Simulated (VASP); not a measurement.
Band structure of Zn4STe3 (ordered alloy cell). Level of theory: PBE GGA, VASP's PBE PAW potentials (set 64) (plane waves; VASP).

Unless said otherwise, spin-orbit coupling is left out, though it shifts the bands of the heavy elements here.

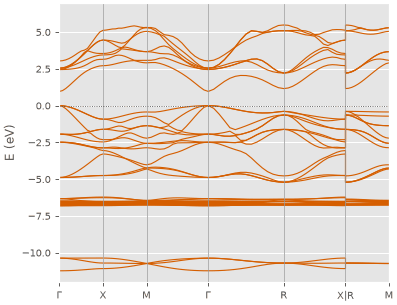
*Bands along high-symmetry lines, zero at the valence-band maximum or, without a gap, the Fermi level*

### Question
Read the plot: is there a gap, and where are the band edges?

### Answer
The gap is direct, 0.96 eV, from the valence maximum at Γ to the conduction minimum at Γ. (Edges off the drawn lines would not show.)

The structure was generated: Zn4STe3 was put into an ordered model structure (P-43m), which need not be its known phase. It was relaxed first.
